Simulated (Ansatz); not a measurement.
# Cl3HOTi···HF: what the fields show

```xyz
8

Ti   -0.4860   -0.1809   -0.4647
F    -0.1473    1.0143    2.2913
Cl    1.5481   -0.7762    0.0131
Cl   -0.6608    1.9391   -0.9305
Cl   -1.0907   -1.2375   -2.2732
O    -1.7253   -0.7313    0.8122
H    -2.5843   -1.1126    0.5826
H    -0.8676    0.4553    2.4567
```

Not at a stationary point (largest force 1.8 eV/Å).

The calculation used RKS B3LYP-D4/def2-SVP (Ansatz).

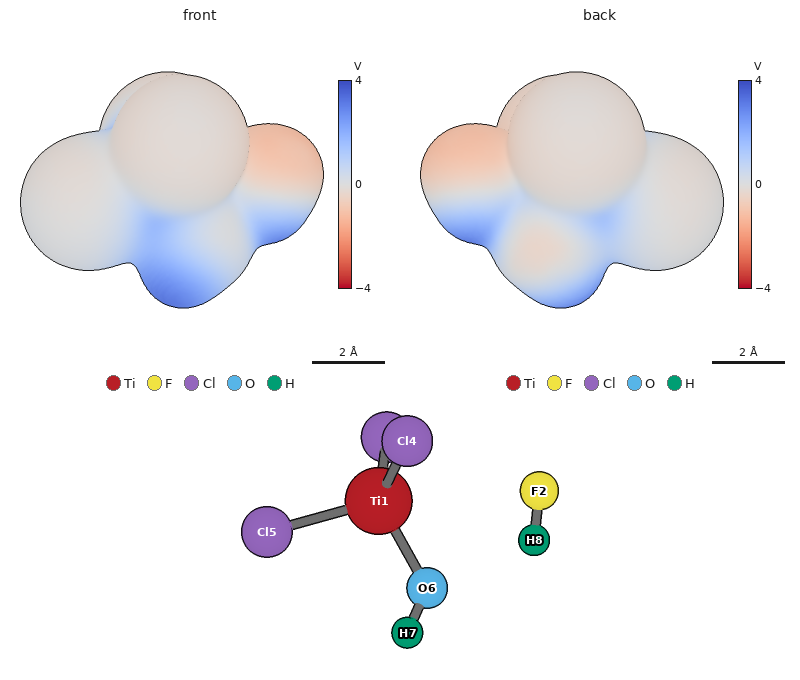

Figure 1. The molecular electrostatic potential painted on the density surface at 0.002 e/bohr³, seen from the front and from behind; the colour scale runs from red (negative) to blue (positive). The bare structure is drawn below in the same view.

> Which sites attract a positive test charge, and which a negative one?

A positive charge is drawn to the negative regions and a negative charge to the positive ones. The most negative region (about −1.1 V) lies over F2, the most positive (about +3.0 V) over H7.

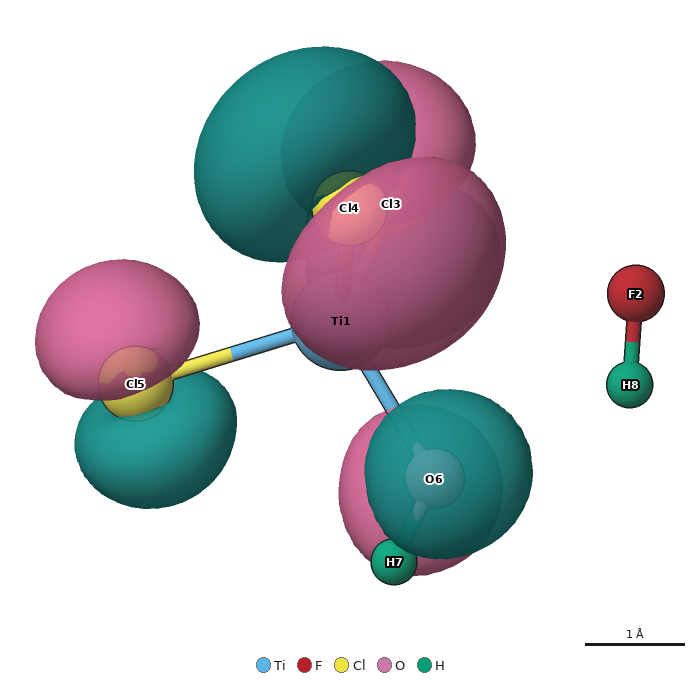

Figure 2. The HOMO−1 at ±0.08 Å⁻³ᐟ² (teal and pink are the two phases), seen across its widest extent.

> Describe this orbital and give its energy.

It lies mainly on Cl4 (about 50 %), Cl3 (about 20 %), O6 (about 20 %) and Cl5 (about 10 %); largely a combination of lone pairs on Cl4, Cl3, O6 and Cl5. Its energy is −8.94 eV.

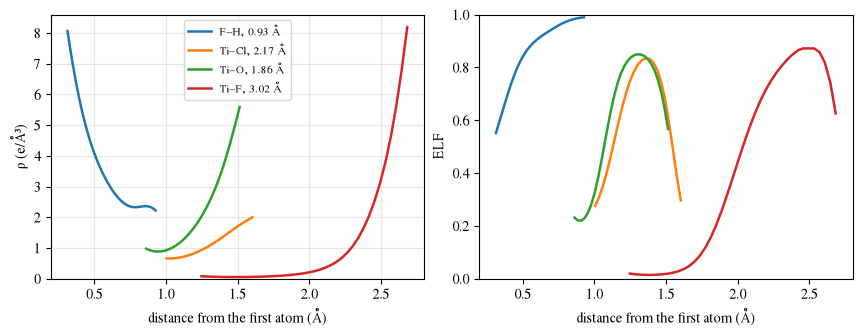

Figure 3. Electron density and ELF along straight lines between neighbouring atoms. The curves leave out the atomic cores.

> Compare the contacts.

F–H (0.93 Å): ρ is about 4.6 e/Å³ halfway; the ELF climbs to about 1 towards the hydrogen, as it does in any bond to H; an ordinary covalent bond to hydrogen.
Ti–Cl (2.17 Å): ρ at the midpoint is about 0.68 e/Å³; the ELF peaks at about 0.85 in the valence shell of Cl, 0.8 Å from its nucleus, and is about 0.40 at the midpoint.
Ti–O (1.86 Å): ρ at the midpoint is about 0.88 e/Å³; the ELF peaks at about 0.85 in the valence shell of O, 0.6 Å from its nucleus, and drops to about 0.20 between the two atoms.
Ti1···F2 (3.02 Å): the density falls to about 0.05 e/Å³ on the way; the ELF dips to about 0 between them.
